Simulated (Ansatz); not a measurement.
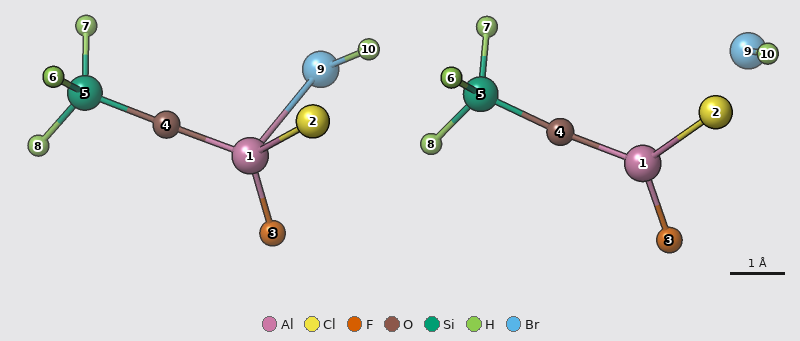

Two geometries of AlSiH4OBrClF, drawn at one scale. One is the start of a relaxation, the other its converged end. A ball-and-stick model, seen at a tilt.

Theory: Ansatz 0.2.0, RKS B3LYP/def2-SVP. Settings: no spin polarisation; force threshold 0.03 eV/Å; at most 50 steps.

Which of the two is the end point?

The left one is the relaxed one. The run prepares an end point of a later path (reaction) calculation, from a guessed geometry. Over 8 accepted moves (9 points after the start) the energy falls by 5.77 kcal/mol. The largest force component goes from 1.2 to 0.019 eV/Å. The line search rejected the trial step at point 4 of the run. The atom that moves furthest after the best rigid fit is Br9 (0.68 Å). Largest moves by element: Br 0.68 Å, Cl 0.24 Å, Al 0.21 Å, O 0.18 Å, F 0.17 Å, H 0.17 Å. Some distances before and after: Al1–Br9 3.606 → 2.782 Å, Al1–Cl2 2.192 → 2.113 Å, Br9–H10 1.505 → 1.434 Å, Al1–O4 1.672 → 1.686 Å. New bonds form, among them: Al1–Br9 (3.61 → 2.78 Å). Among the angles between lasting bonds that change: Al1–O4–Si5 174.7° → 178.5°, F3–Al1–O4 122.1° → 119.2°. Cost: 36 s on 4 threads of Arm Neoverse V2, on a shared host, peak memory 0.38 GiB.

Limits of the set-up: the start holds two separate molecules, 2.6 Å apart at their closest, whose relative position is a soft coordinate and is computed without a dispersion correction.
